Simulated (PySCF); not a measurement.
# AlHBr (SMILES [AlH][Br]) at UPBE0/STO-3G

Aim: the vertical ionisation energy of AlHBr at UPBE0/STO-3G, from 2 runs. Input form: a Python script.

Program for the calculation: PySCF 2.14.0.

41 further runs of the same task are left out: 30 for a known fault of the program, 11 set aside as unsound or not needed.

## (1) Starting point

AlHBr: 3 atoms, total charge 0, spin state doublet. As SMILES, `[AlH][Br]`. The shape is that of a PBE0-D4/def2-TZVP optimisation.

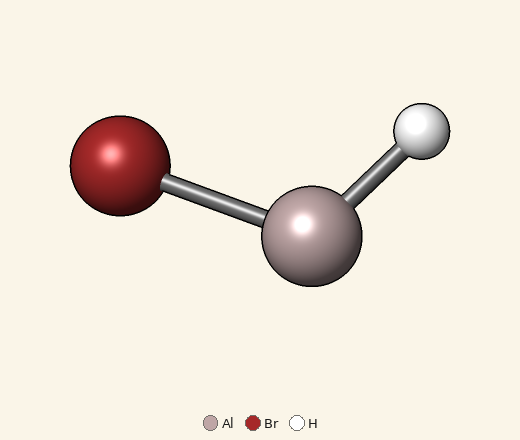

The structure, seen from a chosen angle (aluminium light grey, bromine red, hydrogen white).

## (2) The energy at UPBE0/STO-3G

Contents of geometry.xyz:

```xyz
3

Al    -0.296700    -0.628000    -0.239100
Br     1.584500     0.008600     0.871100
H     -1.298900     0.554600    -0.645300
```

Contents of calc.py:

```python
from pyscf import gto, dft

system = gto.M(
    atom='geometry.xyz',
    spin=1,
    verbose=3,
    basis='sto-3g',
    max_memory=1860,
)

myscf = dft.UKS(system, xc='pbe0')
myscf.conv_tol = 1e-10
myscf.grids.level = 5
myscf.kernel()
if not myscf.converged:
    myscf = myscf.newton().run(myscf.mo_coeff, myscf.mo_occ)

e_tot = myscf.e_tot
print('E = %.10f Eh' % e_tot)
```

Run with:

```sh
$ OMP_NUM_THREADS=1 python calc.py
```

Output:

```text
converged SCF energy = -2785.76059829156  <S^2> = 0.75300427  2S+1 = 2.003002
E = -2785.7605982916 Eh
```

Run time: 3.9 s. Hardware: 1 thread of Arm Neoverse V2, shared host; peak memory 0.23 GiB.

## (3) The singlet cation at the same level

Contents of calc.py:

```python
from pyscf import gto, dft

system = gto.M(
    atom='''
Al    -0.560682    -1.186748    -0.451834
Br     2.994271     0.016252     1.646140
H     -2.454565     1.048042    -1.219440
''',
    verbose=4,
    spin=0,
    charge=1,
    max_memory=1860,
    unit='bohr',
    basis='sto-3g',
)

mf = dft.RKS(system)
mf.xc = 'pbe0'
mf.conv_tol = 1e-10
mf.grids.level = 5
mf.kernel()
if not mf.converged:
    mf = mf.newton().run(mf.mo_coeff, mf.mo_occ)

energy = mf.e_tot
print('E(%s) = %.9f' % ('PBE0', energy))
```

Run with:

```sh
$ OMP_NUM_THREADS=1 python calc.py
```

Output:

```text
PySCF version 2.14.0

[INPUT] num. atoms = 3
[INPUT] num. electrons = 48
[INPUT] charge = 1
[INPUT] spin (= nelec alpha-beta = 2S) = 0
[INPUT] symmetry False subgroup None
[INPUT] Mole.unit = bohr
[INPUT] Symbol           X                Y                Z      unit          X                Y                Z       unit  Magmom
[INPUT]  1 Al    -0.296700136973  -0.627999996705  -0.239100255919 AA   -0.560682000000  -1.186748000000  -0.451834000000 Bohr   0.0
[INPUT]  2 Br     1.584499976519   0.008600188032   0.871099773984 AA    2.994271000000   0.016252000000   1.646140000000 Bohr   0.0
[INPUT]  3 H     -1.298899860722   0.554599942487  -0.645299858084 AA   -2.454565000000   1.048042000000  -1.219440000000 Bohr   0.0

nuclear repulsion = 115.724112802863
number of shells = 14
number of NR pGTOs = 84
number of NR cGTOs = 28
basis = sto-3g
ecp = {}

******** <class 'pyscf.dft.rks.RKS'> ********
method = RKS
initial guess = minao
damping factor = 0
level_shift factor = 0
DIIS = <class 'pyscf.scf.diis.CDIIS'>
diis_start_cycle = 1
diis_space = 8
diis_damp = 0
SCF conv_tol = 1e-10
SCF conv_tol_grad = None
SCF max_cycles = 50
direct_scf = True
direct_scf_tol = 1e-13
XC library pyscf.dft.libxc version 7.0.0
    S. Lehtola, C. Steigemann, M. J.T. Oliveira, and M. A.L. Marques.,  SoftwareX 7, 1–5 (2018)
XC functionals = pbe0
radial grids:
    Treutler-Ahlrichs [JCP 102, 346 (1995); DOI:10.1063/1.469408] (M4) radial grids

becke partition: Becke, JCP 88, 2547 (1988); DOI:10.1063/1.454033
pruning grids: <function nwchem_prune>
grids dens level: 5
symmetrized grids: False
atomic radii adjust function: <function treutler_atomic_radii_adjust>
small_rho_cutoff = 0
Set gradient conv threshold to 1e-05
Initial guess from minao.
tot grids = 111328
init E= -2782.05686928699
  HOMO = -0.460841839396061  LUMO = -0.200011700264245  gap/eV = 7.09755
cycle= 1 E= -2785.40333193572  delta_E= -3.35  |g|= 0.454  |ddm|= 1.98
  HOMO = -0.341496209471283  LUMO = -0.277173386869084  gap/eV = 1.75031
cycle= 2 E= -2783.57537992746  delta_E= 1.83  |g|=    2  |ddm|= 4.33
  HOMO = -0.4122787816311  LUMO = -0.307114586340057  gap/eV = 2.86166
cycle= 3 E= -2785.56401748862  delta_E= -1.99  |g|= 0.0984  |ddm|= 3.39
  HOMO = -0.430295445378332  LUMO = -0.293977308554598  gap/eV = 3.70941
cycle= 4 E= -2785.5681756545  delta_E= -0.00416  |g|= 0.0249  |ddm|= 0.178
  HOMO = -0.439173215066428  LUMO = -0.292794521400977  gap/eV = 3.98317
cycle= 5 E= -2785.56864364458  delta_E= -0.000468  |g|= 0.00511  |ddm|= 0.0823
  HOMO = -0.438183336408645  LUMO = -0.29234932869596  gap/eV = 3.96835
cycle= 6 E= -2785.56866312533  delta_E= -1.95e-05  |g|= 0.00174  |ddm|= 0.0197
  HOMO = -0.437960119361059  LUMO = -0.292426838025776  gap/eV = 3.96016
cycle= 7 E= -2785.56866472047  delta_E= -1.6e-06  |g|= 0.000489  |ddm|= 0.00326
  HOMO = -0.437832128691151  LUMO = -0.292456893676254  gap/eV = 3.95586
cycle= 8 E= -2785.56866487502  delta_E= -1.55e-07  |g|= 5.38e-05  |ddm|= 0.00134
  HOMO = -0.437817172394209  LUMO = -0.292463745056495  gap/eV = 3.95527
cycle= 9 E= -2785.56866487706  delta_E= -2.04e-09  |g|= 9.23e-06  |ddm|= 0.000208
  HOMO = -0.437819421057638  LUMO = -0.292462850274674  gap/eV = 3.95535
cycle= 10 E= -2785.56866487711  delta_E= -4.68e-11  |g|= 5.38e-07  |ddm|= 2.4e-05
  HOMO = -0.437819175305216  LUMO = -0.292462964504556  gap/eV = 3.95534
Extra cycle  E= -2785.56866487711  delta_E= -4.55e-13  |g|= 7.89e-07  |ddm|= 3.22e-06
converged SCF energy = -2785.56866487711
E(PBE0) = -2785.568664877
```

Run time: 2.4 s. Hardware: 1 thread of Arm Neoverse V2, shared host; peak memory 0.22 GiB.

## (4) Results

At UPBE0/STO-3G:

| quantity | value |
| --- | --- |
| doublet AlHBr: total energy | -2785.76060 Eh |
| doublet AlHBr: dipole moment | 3.19 D |
| doublet AlHBr: HOMO energy (highest over α and β) | -2.29 eV |
| doublet AlHBr: LUMO energy (lowest over α and β) | 1.70 eV |
| doublet AlHBr: ⟨S²⟩ | 0.753 |
| singlet cation: total energy | -2785.56866 Eh |
| singlet cation: HOMO energy | -11.91 eV |
| singlet cation: LUMO energy | -7.96 eV |
| singlet cation: HOMO–LUMO gap | 3.96 eV |
| vertical ionisation energy (to the singlet cation) | 5.223 eV |

What this shows: Removing an electron at fixed nuclei costs 5.22 eV (504 kJ/mol). Only the singlet of the ionised species was computed; a triplet could lie lower. In a minimal basis such a difference can be off by several eV, whatever the method. Mulliken charges (doublet AlHBr) run from -0.35 on Br2 to +0.57 on Al1; they depend strongly on the basis. Mulliken charges (singlet cation) run from -0.03 on H3 to +1.01 on Al1; they depend strongly on the basis.
